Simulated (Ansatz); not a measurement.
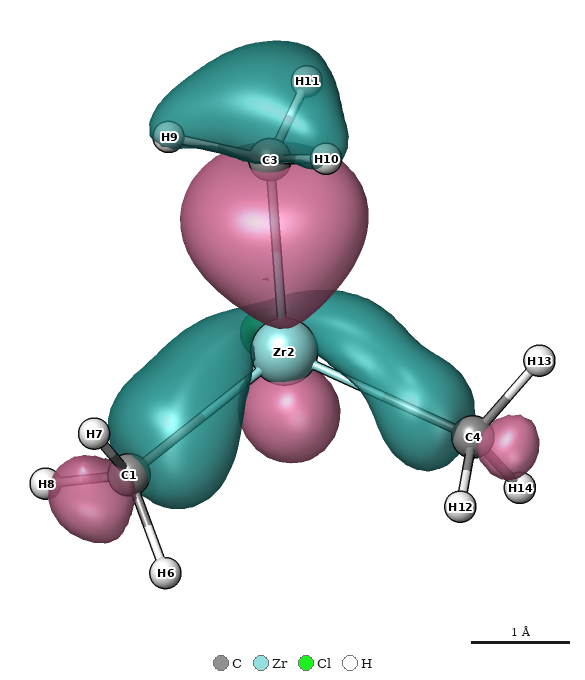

Figure. C3H9ClZr (SMILES [CH3][Zr]([CH3])([CH3])[Cl]). The HOMO−1 at ±0.15 Å⁻³ᐟ² (teal and pink are the two phases), seen across its widest extent.

Geometry: PBE0-D4/def2-TZVP; core potentials replace the inner electrons of Zr.

Computed with Ansatz 0.2.0, RKS PBE0-D4/def2-TZVPP.

```xyz
14

C    -1.3880    1.5265   -0.0709
Zr    0.1016   -0.0067   -0.6050
C     1.9384    0.4354    0.5298
C    -0.6514   -1.9587    0.0858
Cl    0.5235   -0.0217   -2.9237
H    -2.3767    1.0744    0.0757
H    -1.1033    2.0183    0.8685
H    -1.4837    2.3008   -0.8400
H     2.0478    1.5157    0.6867
H     1.9000   -0.0429    1.5173
H     2.8395    0.0785    0.0185
H    -1.4616   -1.8239    0.8139
H     0.1501   -2.5230    0.5794
H    -1.0361   -2.5727   -0.7361
```

What is the character of this orbital?

By Hirshfeld shares it lies mainly on C3 (about 35 %), Zr2 (about 30 %), C1 (about 10 %) and C4 (about 5 %). Its energy is −7.77 eV.
